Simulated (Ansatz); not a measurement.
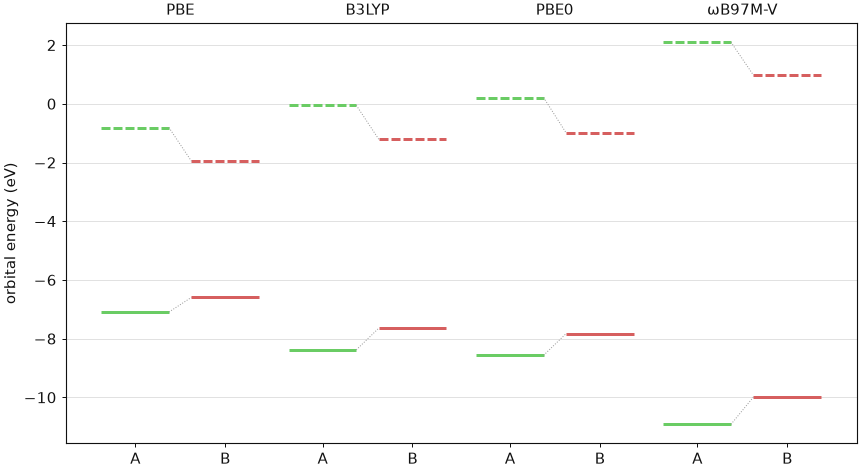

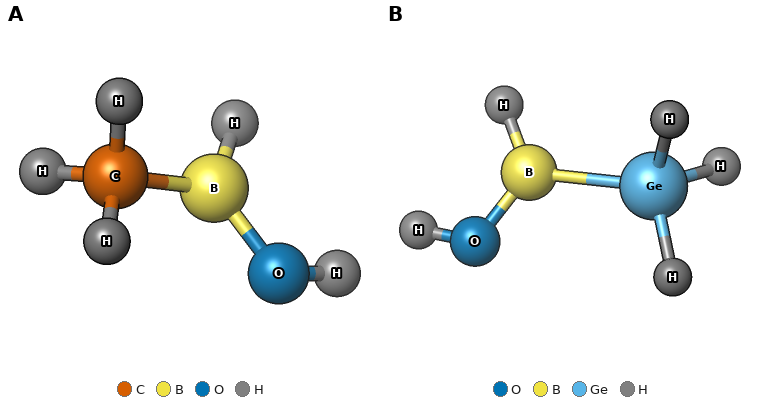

One change: A, CH₅BO (SMILES CBO), becomes B, BGeH₅O (SMILES O[BH][GeH3]). CH₃ on B is replaced by GeH₃. HOMO (solid) and LUMO (dashed) computed in def2-TZVPP at PBE0-D4/def2-TZVP geometries, both minima by their frequencies, gas phase, the Ansatz code 0.2.0. Empty levels above zero depend strongly on the basis.

What does the change do to HOMO and LUMO?

PBE: the HOMO rises by 0.50 eV, the LUMO falls by 1.14 eV, and the separation goes from 6.29 to 4.64 eV. B3LYP: the HOMO rises by 0.74 eV, the LUMO falls by 1.16 eV, and the separation goes from 8.33 to 6.44 eV. PBE0: the HOMO rises by 0.74 eV, the LUMO falls by 1.20 eV, and the separation goes from 8.78 to 6.84 eV. ωB97M-V: the HOMO rises by 0.93 eV, the LUMO falls by 1.12 eV, and the separation goes from 13.02 to 10.97 eV.

Do the functionals agree on the effect?

They agree on the direction for both levels; the HOMO shift lies between 0.50 and 0.93 eV and the LUMO shift between −1.20 and −1.12 eV, while the separations themselves differ by up to 6.7 eV between functionals.
